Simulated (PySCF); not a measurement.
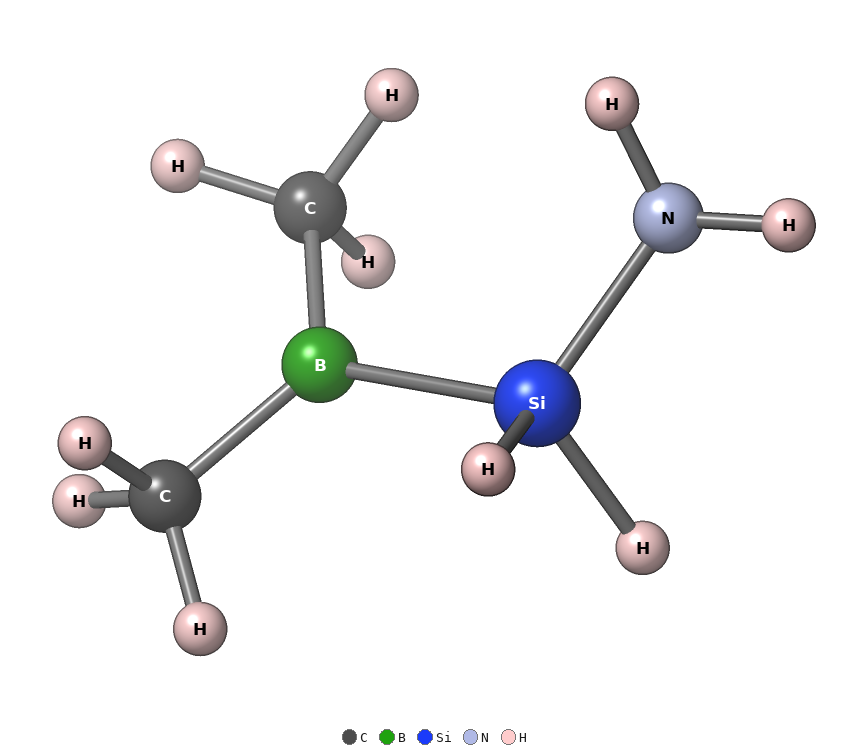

Orthographic view. Depth is shown by fading: the farther an atom, the more it takes the colour of the background. The computed structure is the end point of a PBE0-D3(BJ)/def2-SVP optimisation. No frequency run is at hand to confirm it as a minimum.

Q: Write the InChI string.

A: InChI=1S/C2H10BNSi/c1-3(2)5-4/h4-5H2,1-2H3
